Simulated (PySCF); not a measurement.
**CH₉FS₂Si₃: density, localisation and related maps**

```xyz
16

C     3.8239    0.2152    0.1041
S     2.1964    0.8451    0.6174
Si    1.1387    0.4613   -1.1956
S    -0.8879    1.1070   -1.0698
Si   -1.8699   -0.3260    0.2260
F    -0.9280   -0.5368    1.5211
Si   -3.9159    0.5145    0.8669
H     4.4920    0.3502    0.9478
H     4.1835    0.7810   -0.7494
H     3.7488   -0.8388   -0.1441
H     1.1855   -0.9681   -1.4777
H     1.6883    1.2623   -2.2750
H    -1.6951   -1.6188   -0.4254
H    -4.7388    0.8283   -0.3011
H    -4.6154   -0.5143    1.6430
H    -3.8137    1.7143    1.7004
```

Geometry: GFN2-xTB.

Method: PySCF 2.14.0, PBE0/pcSseg-1, SCF density, gas phase, non-relativistic.

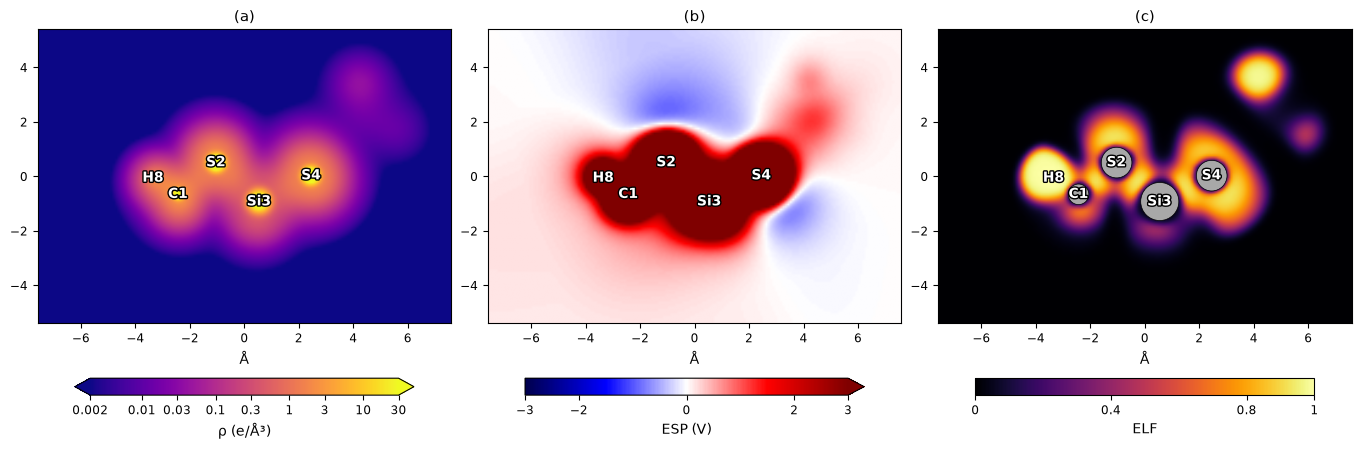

Figure 1. (a) total electron density; (b) molecular electrostatic potential; (c) electron localisation function on the plane of atoms S2, C1 and H8. Grey discs cover the atomic cores in the ELF map.

Read the bonding off the picture.

Answer. The section cuts through C, S, Si and H sites.
C–S (1.82 Å): the density is about 1.2 e/Å³ at the midpoint; the ELF peaks at about 0.90 between the atoms: a covalent bond.
Si–S (2.13 Å): ρ at the midpoint is about 0.83 e/Å³; the ELF peaks at about 0.90 between the atoms (localised, covalent bonding).
C–H (1.08 Å): ρ at the midpoint is about 2 e/Å³; the ELF climbs to about 1 towards the hydrogen, as it does in any bond to H: a covalent bond by its length.
The ELF also peaks beside S4 and S2, away from the bonds: lone-pair regions.
Outside the dense part of the molecule the potential is most negative (−0.9 V) near S2.

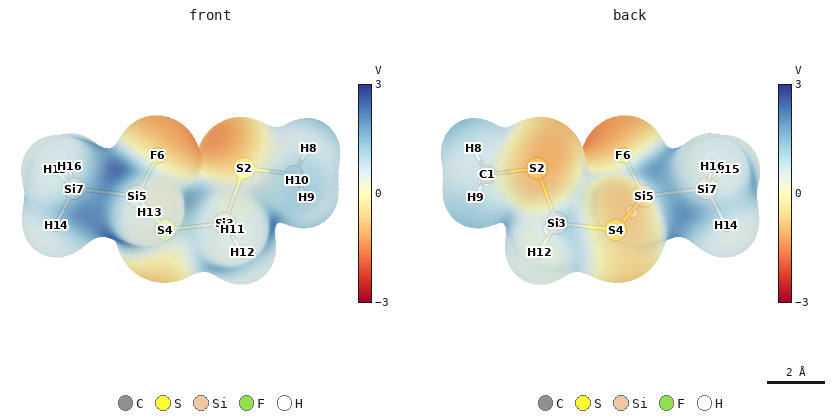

Figure 2. The electrostatic potential painted on the density surface at 0.004 e/bohr³, seen from the front and from behind; red is negative and blue positive.

Where is the surface potential most negative and most positive?

Answer. The most negative region (about −1.5 V, or −35 kcal/mol for a unit charge) lies over S2 and F6, the most positive (about +2.5 V, or +58 kcal/mol for a unit charge) over Si5.

How polar is the molecule by this calculation?

Answer. Its dipole moment is 1.75 D.
